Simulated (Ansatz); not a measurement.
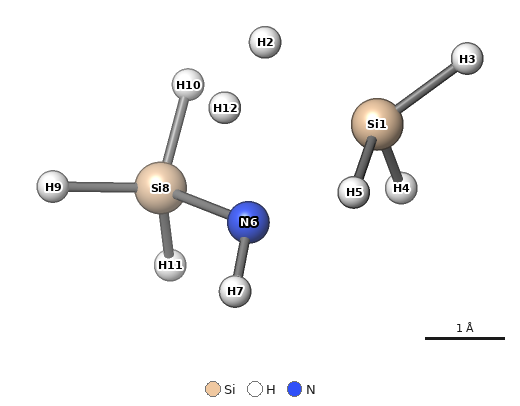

Figure 1. The structure as given in the input (ball-and-stick view, seen at a tilt; atoms are numbered from 1 in the order of the input).

Si$_{2}$NH$_{9}$: geometry relaxation (part 1 of 2)

Si$_{2}$NH$_{9}$, computed with RKS B3LYP-D4/6-31G* (Ansatz 0.2.0).

The input holds or restrains some coordinates. Forces given for the steps count only the free coordinates. It belongs to a series of runs on one base structure; here: pulled along the bonds that form and break, towards end B. Figures and captions count atoms from 1; the log counts them from 0 in places.

**Output**
```
The last accepted step is kept in [file] (removed where the run ends without a failure and the disk answers)
Engine: ansatz 0.2.0, x86_64-unknown-linux-gnu
Functional definition: B3LYP
  parameter a0 = 0.2
  parameter ax = 0.72
  parameter ac = 0.81
  exchange = (1 - a0 - ax)*slater_x + ax*b88_x + a0*exact_x
  correlation = (1 - ac)*vwn_rpa_c + ac*lyp_c
815 factors; integrals over basis functions are off by at most 7.4e-4 eV
mean field evaluation 1: about -17379.4136 eV, gradient 5.9e1 eV
mean field evaluation 2: about -17332.3321 eV, gradient 1.3e2 eV
mean field evaluation 4: about -17386.8355 eV, gradient 5.4e0 eV
mean field evaluation 8: about -17386.9582 eV, gradient 9.7e-2 eV
mean field evaluation 16: about -17386.9582 eV, gradient 8.1e-6 eV
mean field -17386.95820207 eV, -638.9589286225 hartree, gradient 8.1e-6 eV, S^2 0.000000; 0 other end points of the search recorded, 0 dependent functions left out
the calculation of the forces begins
reference -17386.95846497 eV, -638.9589382841 hartree; 22, 22 occupied and 49, 49 virtual orbitals, 815 factors
relax step   1: F+E_penalty+E_count = -17387.35787381 eV  Δ(F+E_penalty+E_count) = +0.000e0 eV  max|allowed force component| = 3.070e0 eV/Å  E_restraint = 22.60499877 eV  max|allowed force component, restraints' pulls added| = 2.579e1 eV/Å  Δτ_max = 0.0000 Å  (26 SCF iters, accepted)
  distance Si 0 - N 5 = 2.1200 Å
  distance H 11 - H 1 = 0.9938 Å
  distance Si 0 - H 1 = 1.8100 Å
  distance H 11 - N 5 = 1.4964 Å
these checks for a lower state are left out or cut short: starts, cluster_reference, orbital_swaps, neighbouring_geometries, increment
815 factors; integrals over basis functions are off by at most 7.1e-4 eV
mean field -17387.14986946 eV, -638.9659722692 hartree, gradient 1.5e-5 eV, S^2 0.000000; 0 other end points of the search recorded, 0 dependent functions left out
[... from here on the field's lines of each further geometry are left out, up to the last ...]
relax step   2: F+E_penalty+E_count = -17387.54092643 eV  Δ(F+E_penalty+E_count) = -1.831e-1 eV  max|allowed force component| = 3.032e0 eV/Å  E_restraint = 8.89724323 eV  max|allowed force component, restraints' pulls added| = 1.597e1 eV/Å  Δτ_max = 0.1948 Å  (34 SCF iters, accepted)
relax step   3: F+E_penalty+E_count = -17388.22092076 eV  Δ(F+E_penalty+E_count) = -6.800e-1 eV  max|allowed force component| = 3.083e0 eV/Å  E_restraint = 2.05466866 eV  max|allowed force component, restraints' pulls added| = 8.085e0 eV/Å  Δτ_max = 0.1947 Å  (33 SCF iters, accepted)
relax step   4: F+E_penalty+E_count = -17389.77290262 eV  Δ(F+E_penalty+E_count) = -1.552e0 eV  max|allowed force component| = 2.910e0 eV/Å  E_restraint = 0.03770956 eV  max|allowed force component, restraints' pulls added| = 2.290e0 eV/Å  Δτ_max = 0.1962 Å  (26 SCF iters, accepted)
relax step   5: F+E_penalty+E_count = -17390.83720321 eV  Δ(F+E_penalty+E_count) = -1.064e0 eV  max|allowed force component| = 2.177e0 eV/Å  E_restraint = 0.03957637 eV  max|allowed force component, restraints' pulls added| = 2.154e0 eV/Å  Δτ_max = 0.1948 Å  (27 SCF iters, accepted)
relax step   6: F+E_penalty+E_count = -17391.54104377 eV  Δ(F+E_penalty+E_count) = -7.038e-1 eV  max|allowed force component| = 1.909e0 eV/Å  E_restraint = 0.07538466 eV  max|allowed force component, restraints' pulls added| = 1.885e0 eV/Å  Δτ_max = 0.1999 Å  (26 SCF iters, accepted)
relax step   7: F+E_penalty+E_count = -17391.99018445 eV  Δ(F+E_penalty+E_count) = -4.491e-1 eV  max|allowed force component| = 1.188e0 eV/Å  E_restraint = 0.08477803 eV  max|allowed force component, restraints' pulls added| = 1.134e0 eV/Å  Δτ_max = 0.1994 Å  (23 SCF iters, accepted)
relax step   8: F+E_penalty+E_count = -17392.18462058 eV  Δ(F+E_penalty+E_count) = -1.944e-1 eV  max|allowed force component| = 1.211e0 eV/Å  E_restraint = 0.06732119 eV  max|allowed force component, restraints' pulls added| = 6.286e-1 eV/Å  Δτ_max = 0.1998 Å  (26 SCF iters, accepted)
relax step   9: F+E_penalty+E_count = -17392.24055413 eV  Δ(F+E_penalty+E_count) = -5.593e-2 eV  max|allowed force component| = 1.135e0 eV/Å  E_restraint = 0.09784132 eV  max|allowed force component, restraints' pulls added| = 8.264e-1 eV/Å  Δτ_max = 0.1996 Å  (23 SCF iters, accepted)
relax step  10: F+E_penalty+E_count = -17392.27158157 eV  Δ(F+E_penalty+E_count) = -3.103e-2 eV  max|allowed force component| = 1.472e0 eV/Å  E_restraint = 0.06767576 eV  max|allowed force component, restraints' pulls added| = 2.734e-1 eV/Å  Δτ_max = 0.1999 Å  (22 SCF iters, accepted)
relax step  11: F+E_penalty+E_count = -17392.31126979 eV  Δ(F+E_penalty+E_count) = -3.969e-2 eV  max|allowed force component| = 1.564e0 eV/Å  E_restraint = 0.06284624 eV  max|allowed force component, restraints' pulls added| = 2.134e-1 eV/Å  Δτ_max = 0.1998 Å  (22 SCF iters, accepted)
relax step  12: F+E_penalty+E_count = -17392.35377634 eV  Δ(F+E_penalty+E_count) = -4.251e-2 eV  max|allowed force component| = 9.339e-1 eV/Å  E_restraint = 0.08625164 eV  max|allowed force component, restraints' pulls added| = 1.148e0 eV/Å  Δτ_max = 0.1975 Å  (23 SCF iters, accepted)
relax step  13: F+E_penalty+E_count = -17392.37078560 eV  Δ(F+E_penalty+E_count) = -1.701e-2 eV  max|allowed force component| = 1.318e0 eV/Å  E_restraint = 0.06565778 eV  max|allowed force component, restraints' pulls added| = 4.165e-1 eV/Å  Δτ_max = 0.2000 Å  (23 SCF iters, accepted)
the calculation of the forces begins
reference -17391.99126173 eV, -639.1438901533 hartree; 22, 22 occupied and 49, 49 virtual orbitals, 816 factors
relax step  14: F+E_penalty+E_count = -17392.37232414 eV  Δ(F+E_penalty+E_count) = -1.539e-3 eV  max|allowed force component| = 1.559e0 eV/Å  E_restraint = 0.05208886 eV  max|allowed force component, restraints' pulls added| = 1.334e-1 eV/Å  Δτ_max = 0.1315 Å  (22 SCF iters, accepted)
  distance Si 0 - N 5 = 1.7889 Å
  distance H 11 - H 1 = 0.7072 Å
  distance Si 0 - H 1 = 2.6732 Å
  distance H 11 - N 5 = 2.2702 Å
816 factors; integrals over basis functions are off by at most 8.8e-4 eV
mean field evaluation 96: about -17391.9770 eV, gradient 7.3e-2 eV
```

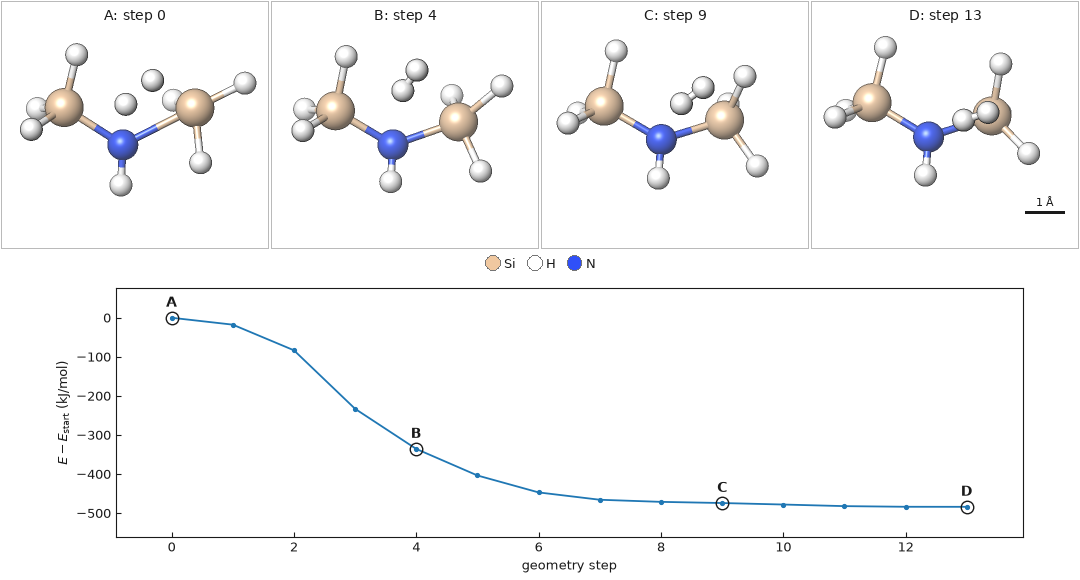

Figure 2. Frames of the restrained relaxation (ball-and-stick view, seen at a tilt) above the curves, on which the letters mark them (the first geometry is step 0 here and step 1 in the log).

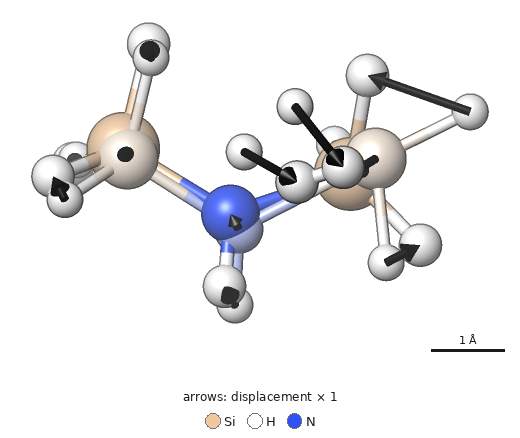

Figure 3. Start (faint) and end (solid) with the displacements as black arrows, at true length (ball-and-stick view, seen at a tilt). The two geometries are laid on each other by the best rigid fit. The atom that moves furthest after the best rigid fit is H3 (1.50 Å). By element the largest moves are H 1.50 Å, Si 0.62 Å, N 0.24 Å. Among the contacts that change: Si1–N6 2.120 → 1.789 Å, H2–H12 0.994 → 0.707 Å, N6–Si8 1.820 → 1.739 Å, N6–H7 1.060 → 1.017 Å. New bonds form: H2–H12 (0.99 → 0.71 Å). Among the angles that change: H3–Si1–N6 178.9° → 110.0°, H4–Si1–N6 70.0° → 111.8°, H5–Si1–N6 70.0° → 108.1°. The energy falls by 483.8 kJ/mol in 13 geometry steps. Largest force component: 3.1 eV/Å at the start, 1.6 eV/Å at the end. (Atoms are counted from 1 in the order of the input.)

```
mean field -17391.99099614 eV, -639.1438803934 hartree, gradient 8.4e-5 eV, S^2 0.000000; 1 other end points of the search recorded, 0 dependent functions left out
the calculation of the forces begins
reference -17391.99126173 eV, -639.1438901533 hartree; 22, 22 occupied and 49, 49 virtual orbitals, 816 factors
Total energy: -17392.37258972 eV, -639.1579036988 hartree
Atom 0 at    -0.514899     0.259690    -0.197103 Å, force    -0.916123     0.137139     0.294621 eV/Å
Atom 1 at     0.357167    -1.275690     1.809934 Å, force     1.559499    -0.598301    -0.020532 eV/Å
Atom 2 at     0.619765     0.854045     0.549488 Å, force    -0.010752     0.000948    -0.001996 eV/Å
Atom 3 at    -0.805719     1.153669    -1.352334 Å, force     0.017467    -0.004827    -0.036683 eV/Å
Atom 4 at    -0.167007    -1.083949    -0.721066 Å, force     0.014269     0.002206    -0.006556 eV/Å
Atom 5 at    -1.932208     0.084774     0.880267 Å, force     0.568881     0.146662    -0.641523 eV/Å
Atom 6 at    -2.499822    -0.741221     0.705537 Å, force     0.039876     0.102043     0.003124 eV/Å
Atom 7 at    -2.589711     1.289403     1.947490 Å, force     0.020351    -0.012847    -0.013182 eV/Å
Atom 8 at    -3.170267     0.636002     3.152852 Å, force    -0.008320     0.005494    -0.000300 eV/Å
Atom 9 at    -1.466034     2.180946     2.340128 Å, force    -0.015177    -0.001248    -0.003516 eV/Å
Atom 10 at    -3.657776     2.139395     1.345809 Å, force    -0.014399     0.002407     0.000547 eV/Å
Atom 11 at    -0.313290    -1.096962     1.946397 Å, force    -1.255573     0.220325     0.425995 eV/Å
Dipole moment:    -0.093170    -0.155626    -0.066053 e Å
```

**Trajectory as extended XYZ (Å, eV, eV/Å), 14 frames, from step=1 to step=14**
```
12
Properties=species:S:1:pos:R:3:forces:R:3 step=1 energy=-17387.35787
Si    0.0000    0.0000    0.0000   -2.4164   0.1412  -0.0971
H     0.0000    0.0000    1.8100    0.9354  -0.0068  -0.8981
H     1.3768    0.0000   -0.4862    1.0395   0.0587   0.6320
H    -0.6877    1.1914   -0.4862    1.2215   0.9104  -0.8028
H    -0.6877   -1.1914   -0.4862    1.0236  -0.9742  -0.5578
N    -2.0118    0.0000    0.6685   -0.8951   1.4454   3.0699
H    -2.7319   -0.6071    0.1822    0.9634   0.3774   1.4267
Si   -2.5026    1.0424    2.0773   -1.8506  -0.5097  -2.0668
H    -3.1705    0.2206    3.0824   -0.2660  -0.1087   0.6171
H    -1.3164    1.6591    2.6639    0.4414   0.1653   0.1431
H    -3.4153    2.0851    1.6175   -0.3799   0.6082   0.1329
H    -0.9927    0.0000    1.7642    0.1831  -2.1071  -1.5990
12
Properties=species:S:1:pos:R:3:forces:R:3 step=2 energy=-17387.54093
Si   -0.0907    0.0019   -0.1457   -2.6647  -0.0085   0.1549
H    -0.0303   -0.0004    1.9984    0.6391  -0.1688   0.0472
H     1.3774    0.0008   -0.4770    0.1710  -0.0575   1.2830
H    -0.6838    1.2226   -0.5101    0.7817   1.8387  -1.3988
H    -0.6865   -1.2224   -0.5060    0.5582  -1.7910  -1.3326
N    -2.0348    0.0363    0.5747   -0.0107   1.3261   3.0317
H    -2.7346   -0.6149    0.1884    0.4602   0.1312   0.3973
Si   -2.5141    1.0300    2.0470   -0.7504  -0.8825  -2.2674
H    -3.1725    0.2204    3.0866   -0.1832  -0.1001   0.3779
H    -1.3173    1.6574    2.6611   -0.0817   0.1490  -0.0250
H    -3.4210    2.0935    1.6192   -0.3943   0.5295   0.1316
H    -0.8316   -0.0252    1.8708    1.4747  -0.9662  -0.3998
12
Properties=species:S:1:pos:R:3:forces:R:3 step=3 energy=-17388.22092
Si   -0.2133    0.0035   -0.2622   -1.3961   0.0675   0.6934
H    -0.0134   -0.0102    2.1478    3.0833  -0.1678   1.0464
H     1.3592   -0.0018   -0.4416   -0.9502  -0.1842   1.1959
H    -0.6786    1.2676   -0.5436    0.5771   2.5554  -1.6295
H    -0.6853   -1.2650   -0.5402    0.1206  -2.3330  -1.7648
N    -2.0466    0.0682    0.4911    0.5192   1.5417   2.6372
H    -2.7313   -0.6161    0.1819    0.2643  -0.4885   0.2317
Si   -2.5180    1.0135    2.0090   -0.2216  -0.5241  -1.7832
H    -3.1737    0.2197    3.0878   -0.0018  -0.1154  -0.0179
H    -1.3258    1.6603    2.6579   -0.4045   0.0464  -0.2703
H    -3.4274    2.1000    1.6209   -0.3432   0.3027   0.0468
H    -0.6855   -0.0394    1.9986   -1.2470  -0.7007  -0.3858
12
Properties=species:S:1:pos:R:3:forces:R:3 step=4 energy=-17389.77290
Si   -0.3659    0.0181   -0.3052   -0.7519   0.2728   0.4402
H     0.0978   -0.0428    2.3061    2.9102  -0.0708   0.9981
H     1.2528   -0.0224   -0.3551   -1.3699  -0.1300   1.0776
H    -0.6231    1.3814   -0.6562    0.6755   1.0935  -1.3561
H    -0.6762   -1.3381   -0.6718    0.0811  -0.8208  -1.3792
N    -2.0494    0.1238    0.4706    0.0249  -0.0956   1.7375
H    -2.6948   -0.6494    0.2235    0.7836   0.2508   0.4388
Si   -2.5389    1.0198    1.9623    0.0891   0.0065  -0.7320
H    -3.1676    0.2124    3.0648    0.0443  -0.1068  -0.3445
H    -1.3597    1.6692    2.6313   -0.3322   0.0147  -0.3449
H    -3.4567    2.1168    1.6146   -0.3356   0.1550  -0.0385
H    -0.5583   -0.0887    2.1225   -1.8189  -0.5693  -0.4969
12
Properties=species:S:1:pos:R:3:forces:R:3 step=5 energy=-17390.83720
Si   -0.4485    0.0404   -0.2886   -0.5458   0.2135  -0.3583
H     0.1890   -0.0709    2.3257    2.0145   0.0451   0.6808
H     1.1250   -0.0364   -0.2087   -1.0888  -0.0558   1.0951
H    -0.5439    1.4306   -0.8014    0.2256  -0.1102  -0.7916
H    -0.6625   -1.3368   -0.8168   -0.0757   0.2626  -0.8452
N    -2.0565    0.1065    0.5530    2.1770   1.5770   1.1742
H    -2.6380   -0.6382    0.3108   -0.9973  -1.7342  -0.3572
Si   -2.5644    1.0442    1.9451    0.0282   0.1162   0.1485
H    -3.1705    0.2018    3.0288   -0.0549  -0.0044  -0.2532
H    -1.3845    1.6848    2.5962   -0.1569   0.0959  -0.2371
H    -3.5006    2.1316    1.6027   -0.2633   0.0958  -0.0870
H    -0.4844   -0.1576    2.1605   -1.2626  -0.5015  -0.1691
```
